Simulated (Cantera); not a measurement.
A closed system holds: 1 mol CaO, 9.4 mol Cl2, 0.74 mol H2, equilibrated at 94.0 Pa.

Cantera equilibrium calculation (NASA polynomials, part measured and part estimated; ideal gas, pure solids and liquids). Candidate condensed phases: Ca, CaCl2, CaO, Ca(OH)2, H2O; 21 gas species. Condensed phases not in the tables: oxide chlorides. Rates play no part.

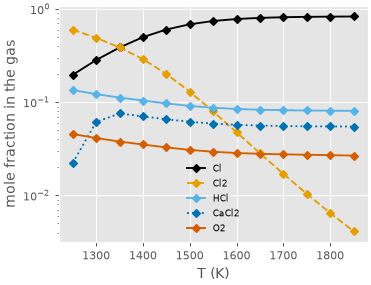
Equilibrium gas composition (values under 1e-9 drawn at 1e-9)

Read off the mole fractions at 1750 K.

Cl about 0.82, HCl about 0.082, CaCl2 about 0.055, O2 about 0.027, Cl2 about 0.010.
